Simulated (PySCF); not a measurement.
# SiO (SMILES O=[Si]) at B2PLYP/STO-6G

Aim: the vertical singlet–triplet gap of SiO at B2PLYP/STO-6G, from 2 runs. Input form: a Python script.

The results are computed with PySCF 2.14.0.

24 further runs of the same task are left out: 13 that didn't finish, 11 set aside as unsound or not needed.

**1. The system as given**

SiO has 2 atoms, charge 0, and is taken as a singlet. SMILES: `O=[Si]`. The shape is that of a PBE0-D4/def2-TZVP optimisation.

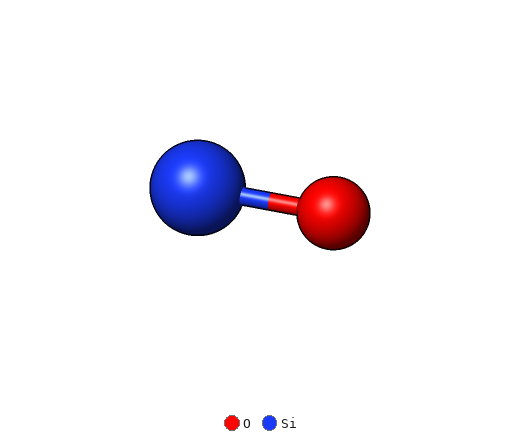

The structure, seen from a chosen angle (oxygen red, silicon blue).

**2. The energy at B2PLYP/STO-6G**

run.py

```python
from pyscf import gto, dft, mp

molecule = gto.M(
    atom='''
O       -0.640700       0.231500      -0.324000
Si       0.640700      -0.231500       0.324000
''',
    basis='sto-6g',
    verbose=3,
    spin=0,
    max_memory=1860,
)

myscf = dft.RKS(molecule, xc='0.53*HF + 0.47*B88, 0.73*LYP')
myscf.conv_tol = 1e-10
myscf.grids.level = 5
myscf.kernel()
if not myscf.converged:
    myscf = myscf.newton().run(myscf.mo_coeff, myscf.mo_occ)

pt = mp.MP2(myscf, frozen=6).run()
energy = myscf.e_tot + 0.27 * pt.e_corr
print('PT2 part  %.8f' % (0.27 * pt.e_corr))
print(f'total energy: {energy:.8f} hartree')
```

Command:

```
OMP_NUM_THREADS=1 python run.py
```

Log:

```text
converged SCF energy = -363.024157074784
E(RMP2) = -363.232793065546  E_corr = -0.208635990762245
E(SCS-RMP2) = -363.224572026211  E_corr = -0.200414951427229
PT2 part  -0.05633172
total energy: -363.08048879 hartree
```

Run time: 1.7 s. Hardware: 1 thread of Intel Xeon Platinum 8488C (Sapphire Rapids), shared host; peak memory 0.16 GiB.

**3. The triplet, same level**

run.py

```python
from pyscf import gto, dft, mp

system = gto.Mole()
system.atom = [
    ('O', (-0.640700, 0.231500, -0.324000)),
    ('Si', (0.640700, -0.231500, 0.324000)),
]
system.charge = 0
system.spin = 2
system.basis = 'sto-6g'
system.max_memory = 1860
system.verbose = 3
system.build()

myscf = dft.UKS(system)
myscf.xc = '0.53*HF + 0.47*B88, 0.73*LYP'
myscf.conv_tol = 1e-10
myscf.grids.level = 5
myscf.kernel()
if not myscf.converged:
    myscf = myscf.newton().run(myscf.mo_coeff, myscf.mo_occ)

pt = mp.MP2(myscf, frozen=6).run()
energy = myscf.e_tot + 0.27 * pt.e_corr
print('PT2 part  %.8f' % (0.27 * pt.e_corr))
print('E = %.10f Eh' % energy)
```

Command:

```
OMP_NUM_THREADS=1 python run.py
```

Log:

```text
WARN: HOMO 0.0475444537722723 >= LUMO -0.287402250464271

WARN: HOMO 0.187200501883072 >= LUMO 0.105925204758672

converged SCF energy = -362.853798989884  <S^2> = 2.0074731  2S+1 = 3.004978
E(UMP2) = -362.964209908199  E_corr = -0.110410918314654
E(SCS-UMP2) = -362.956320786149  E_corr = -0.10252179626472
PT2 part  -0.02981095
E = -362.8836099378 Eh
```

It took 2.6 s on 1 thread of Intel Xeon Platinum 8488C (Sapphire Rapids), shared host; peak memory 0.17 GiB.

**4. Outcome**

At B2PLYP/STO-6G, 6 core orbitals frozen:

```
                                                         quantity          value
                                            singlet: total energy  -363.08049 Eh
                                singlet: dipole moment (SCF part)         1.64 D
                       singlet: HOMO energy (SCF part's orbitals)       -5.74 eV
                       singlet: LUMO energy (SCF part's orbitals)        5.21 eV
                     singlet: HOMO–LUMO gap (SCF part's orbitals)       10.95 eV
                                            triplet: total energy  -362.88361 Eh
                                triplet: dipole moment (SCF part)         1.44 D
triplet: HOMO energy (SCF part's orbitals) (highest over α and β)       -0.68 eV
 triplet: LUMO energy (SCF part's orbitals) (lowest over α and β)        1.01 eV
                                                    triplet: ⟨S²⟩          2.007
                 vertical energy of the triplet above the singlet       5.357 eV
```

In words: At this shape the triplet lies 5.36 eV (517 kJ/mol) above the singlet. In a minimal basis such a difference can be off by several eV, whatever the method.
